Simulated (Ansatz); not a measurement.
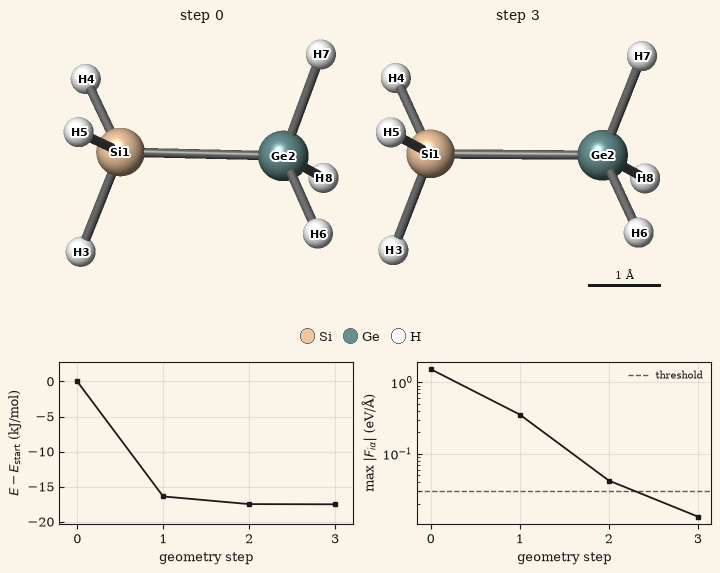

First and last geometry of a relaxation of GeSiH6 (coarse preliminary run), with the history of the run. Style: ball-and-stick. Shown face on.

The start comes from a force field.

Method: Ansatz 0.2.0, RKS PBE-D4/def2-SVP.

The input:
```yaml
crystal:
  periodic: [false, false, false]
  atoms:
    - {symbol: Si, position_ang: [-0.475000, 0.339200, -0.962400]}
    - {symbol: Ge, position_ang: [0.495800, -0.392800, 0.950100]}
    - {symbol: H, position_ang: [-1.908400, 0.864400, -0.664600]}
    - {symbol: H, position_ang: [-0.536200, -0.697400, -1.958400]}
    - {symbol: H, position_ang: [0.269100, 1.481400, -1.555300]}
    - {symbol: H, position_ang: [0.590800, 0.777400, 1.983100]}
    - {symbol: H, position_ang: [1.951600, -0.892300, 0.613700]}
    - {symbol: H, position_ang: [-0.295500, -1.537000, 1.538000]}
basis:
  gaussian: {orbitals: def2-SVP}
hamiltonian: {xc: pbe, dispersion: d4}
relax: {f_tol: 0.03, max_steps: 200}
```

Question: Read the history and describe the run.

Answer: It converged. Over 3 geometry steps the energy falls by 17.5 kJ/mol. The largest force component goes from 1.5 to 0.013 eV/Å. The largest move after the best rigid fit is that of H4, 0.099 Å. Largest moves by element: H 0.099 Å, Si 0.085 Å, Ge 0.051 Å. Some distances before and after: Si1–Ge2 2.266 → 2.392 Å, Si1–H4 1.439 → 1.505 Å, Si1–H3 1.555 → 1.505 Å, Ge2–H8 1.510 → 1.552 Å. Bond angles that change, for instance: H3–Si1–H5 106.2° → 108.7°, Si1–Ge2–H7 108.5° → 110.8°.
